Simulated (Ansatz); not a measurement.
# The perfect Rh wire along [100], 4 atoms a period, part 2 of 2

Aim: is the Rh wire along [100], 4 atoms a period a metal or a semiconductor?

Ansatz 0.2.0; DFT PBE, plane waves, PAW; relaxation of a wire's period; PAW set soft_1 (the session's first sound run).

So far: Starting point; The relaxed wire.

**2. The relaxed wire (continued)**

Relaxation path:

```csv
step,energy less that of the first step (eV),largest force component (eV/Å),pressure (GPa),volume (Å³)
1,0.0000,1.7187,-4.00,290.89
2,-0.5173,1.8830,3.20,285.24
3,-0.7402,0.6972,-1.33,283.50
4,-0.8299,0.1313,-0.14,284.55
5,-0.8359,0.1187,0.11,288.10
6,-0.8378,0.0132,-0.10,287.70
7*,-0.8373,0.0131,-0.09,287.70
```

Relaxation steps marked * repeat the geometry before them on a plane-wave basis chosen anew for their cell, so energy and pressure can jump there.

Forces are held to the 16 operations that the run works with; a distortion that breaks them can't arise in this run.

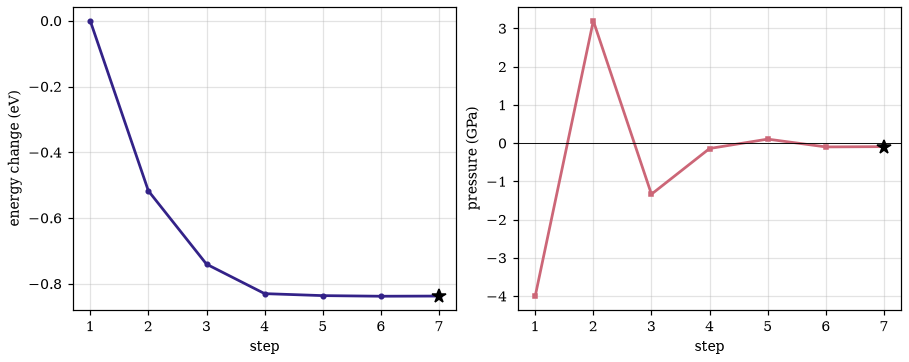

Energy and pressure along the relaxation. Stars mark steps on a basis chosen anew.

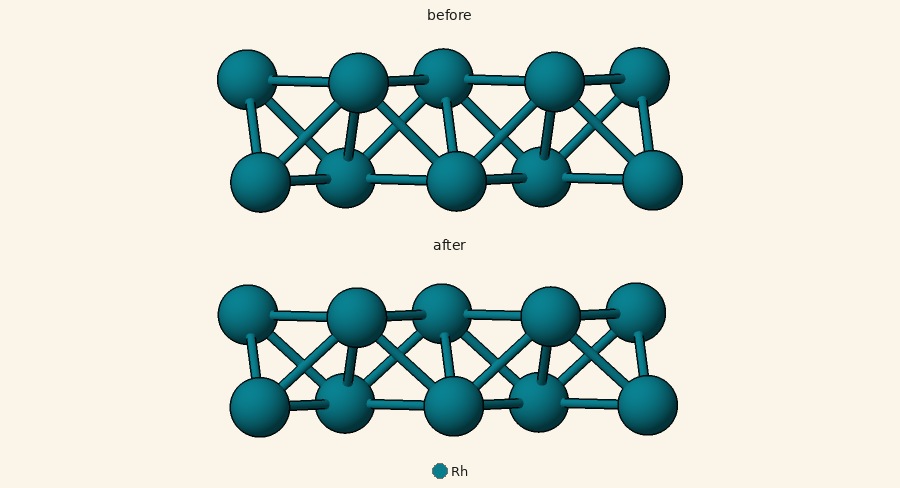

Before and after, at one scale.

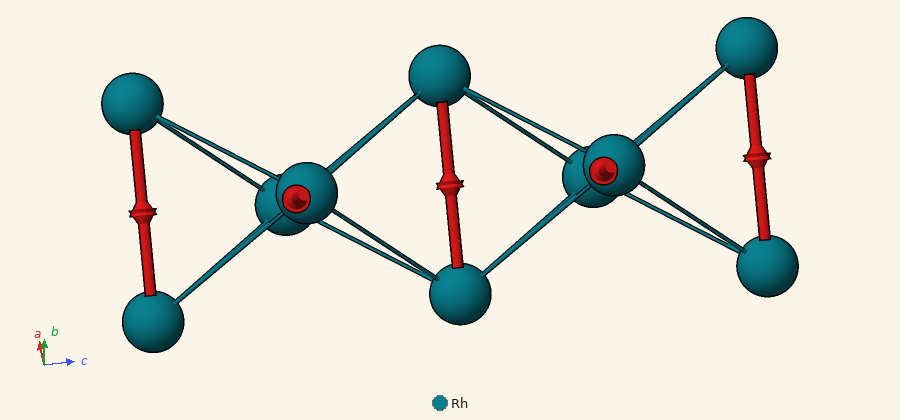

Displacements in the relaxation, exaggerated, measured against the changing cell; the longest in the cell stands for 0.13 Å. 1×1×2 cells are drawn. Some periodic images of atoms are drawn too.

```csv
cell as run,before,after,change
c (Å),3.830,3.788,-1.1 %
```

The atoms that moved most (Å, along periodic axes as changes of fractional coordinates times the final cell, across vacuum about the mean position):

```csv
atom,dx,dy,dz,length
Rh1,0.094,0.094,0.000,0.133
Rh2,-0.094,-0.094,0.000,0.133
Rh3,0.094,-0.094,0.000,0.133
Rh4,-0.094,0.094,0.000,0.133
```

Final coordinates:

```cif
data_structure
_symmetry_space_group_name_H-M 'P 1'
_symmetry_Int_Tables_number 1
_cell_length_a 8.7150
_cell_length_b 8.7150
_cell_length_c 3.7879
_cell_angle_alpha 90.000
_cell_angle_beta 90.000
_cell_angle_gamma 90.000
_cell_volume 287.70
loop_
_atom_site_label
_atom_site_type_symbol
_atom_site_fract_x
_atom_site_fract_y
_atom_site_fract_z
_atom_site_occupancy
Rh1 Rh 0.40095 0.40095 0.00000 1
Rh2 Rh 0.59905 0.59905 0.00000 1
Rh3 Rh 0.40095 0.59905 0.50000 1
Rh4 Rh 0.59905 0.40095 0.50000 1
```

Numbers from this step:

```yaml
energy_at_zero_smearing: -25603.0856 eV
cell_length_along_the_wire: 3.788 Å
```

The cell's length comes to 3.788 Å with spin left out.

**3. Bands of the perfect wire**

This step: DFT PBE, plane waves, PAW; bands of a perfect wire; PAW set soft_1 (Ansatz 0.2.0).

At the relaxed period the bands are computed along the axis; those that cross an energy going forward count the channels that a perfect wire would open there.

input.yaml

```yaml
crystal:
  lattice:
    - [8.715, 0.0, 0.0]
    - [0.0, 8.715, 0.0]
    - [0.0, 0.0, 3.7879174825]
  atoms:
    - { symbol: Rh, position: [0.400945703, 0.400945703, 0.0] }
    - { symbol: Rh, position: [0.599054297, 0.599054297, 0.0] }
    - { symbol: Rh, position: [0.400945703, 0.599054297, 0.5] }
    - { symbol: Rh, position: [0.599054297, 0.400945703, 0.5] }
kpoints:
  mp_grid: { grid: [1, 1, 22] }
  band_path: { path: ["Γ", Z], npoints: 90 }
scf:
  occupations: { method: fermi_dirac, width: 0.05 }
hamiltonian:
  xc: pbe
  pseudopotentials: { kind: paw, azcp: { folder: soft_1 } }
output:
  dos: { e_range: [-5, 4] }
  write_potential: true
  write_density: true
  volumetric_format: npy
```

Command:

```
> ansatz run input.yaml --threads 4 --pin off --max-ram 16384MiB --backend cpu --events-out ev --progress --plain --runs-dir out
```

Numbers of over 12 decimals in the logs are rounded to 6 here.

The program printed:

```text
[...]
Crystal: 4 atoms, lattice volume = 287.697 Å³
Basis set: ecut = 420 eV, 5629 PW (Γ)
Bands: 41, of which v1, the nominal top of the filled ones, is band 34 counted from 1 (33 counted from 0)
Symmetry: 16 space group operations
[...]
k-points: 12 of 22
[...]
SCF iter   1: F=—  HF=-25605.286986 eV  |F-HF|=—  |Δ(HF+E_count)|=         —  Δρ=3.69e-2  dr2=7.13e0  ethr=3.10e-3  ⟨swp⟩=6.7  Hψ=1919  notcnv=0
[...]
SCF iter   9: F=-25603.135180 eV  HF=-25603.135180 eV  |F-HF|=3.30e-9  |Δ(HF+E_count)|=   1.72e-7  Δρ=2.90e-6  dr2=1.48e-8  ethr=1.47e-10  ⟨swp⟩=2.5  Hψ=1373  notcnv=0
SCF 1 converged in 9 iterations: F = -25603.135180 eV  dr2 = 1.48e-8
[...]
NSCF: frozen V_eff on 91 k-points
WARN: The output density's exchange-correlation potential varies sharply where the density is thin. Do not read a vacuum level from v_tot or v_xc, or from such a field of the output density. On a cell that repeats whose density bears no net charge and no dipole along the vacuum's axis use v_es (v_loc + v_h of the components); under efield.dipole_correction with no amplitude use v_es + v_field, which holds any externa [...]
SCF converged after 9 iterations
Free energy (F): -25603.135180 eV
[...]
Internal energy: -25603.034850 eV  (E = F + TS)
E sigma→0 (E₀):  -25603.085015 eV
Entropy (-TS):   -0.100330 eV (-25.082 meV/atom)
Fermi energy:    1.038743 eV
[...]
--- Band table (eV; the first three rows and the last of 12) ---
  k-point 0: bands = [... 30 lower, 0.7169, 0.8570, 0.8570, 0.8671, 1.0550, 1.0550, 1.6111, 1.6111, ... 3 higher]
  k-point 1: bands = [... 30 lower, 0.7185, 0.8446, 0.8446, 0.9055, 1.0626, 1.0626, 1.6284, 1.6284, ... 3 higher]
  k-point 2: bands = [... 30 lower, 0.7229, 0.8287, 0.8287, 0.9827, 1.0726, 1.0726, 1.6829, 1.6829, ... 3 higher]
  k-point 11: bands = [... 30 lower, 0.1066, 0.1066, 0.7213, 0.7213, 1.4633, 1.4633, 1.9037, 1.9037, ... 3 higher]
```

It took 7.7 s on 4 threads of Arm Neoverse V1, shared host; peak memory 0.8 GiB.

The column dr2 measures how far the density is from self-consistency, as an energy; F and HF (Harris–Foulkes) agree once it is small.

This step gave:

```
energy at zero smearing : -25603.0850 eV
band gap                : 0 eV
```

Electronic bands along the path, in eV, zero at the Fermi level:

```csv
point,band 31,band 32,band 33,band 34,band 35,band 36,band 37,band 38
Γ,-0.32,-0.18,-0.18,-0.17,0.02,0.02,0.57,0.57
Z,-0.93,-0.93,-0.32,-0.32,0.42,0.42,0.86,0.86
```

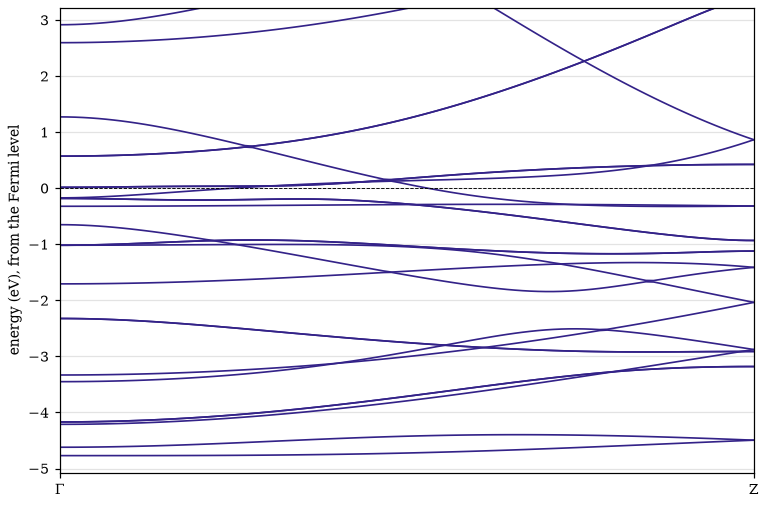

Electronic bands along the path.

Between Γ and Z the bands cross the Fermi level 2 times, so a perfect wire would conduct at least 2 G₀, with spin left out.

**4. What came out**

```yaml
cell_length_pbe: 3.788 Å
ballistic_conductance_by_band_crossings_a_lower_bound_pbe: 2 G₀
```

Under PBE the cell's length is 3.79 Å, and the bands cross the Fermi level 2 times between Γ and Z, which gives a perfect wire at least 2 G₀ (opposite crossings within one step of the path cancel in such a count). No spin was allowed, though thin wires with open d shells can turn magnetic.

[Logs are printed without paths, hosts, clocks, repeated set-up lines and the standing remarks that a program may print on its own settings, such as how far it seeks lower states.]

[Hosts, paths, dates, database ids (printed as entryN), source tags and the programs' standing remarks are cut or masked in the printed files.]
